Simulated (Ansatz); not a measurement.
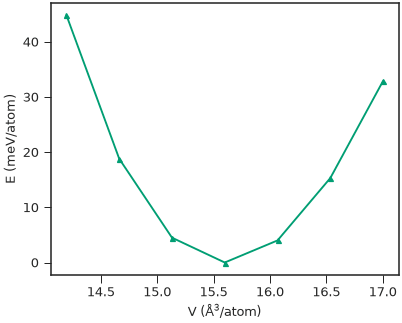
*YHSe in space group P-6m2 (No. 187; Y on 1a, H on 1c, Se on 1f) under volume change, LDA (plane waves, PAW; program Ansatz), shape and atoms relaxed at each volume.*

**Question.** What does a third-order Birch–Murnaghan fit give for V₀, B₀ and B′?

**Answer.** V₀ = 15.60 Å³/atom, B₀ = 96.7 GPa, B′ = 4.2.

The first step of the workflow began from a Materials Project structure, measured or hypothetical; the Crystallography Open Database copy checked does not list it. Its standing as an ambient phase is unchecked. Symmetry was held in the LDA relaxation; phonons on a q-mesh show no instability. The run is not spin-polarised.

Potentials: the later of the program's two PAW sets.
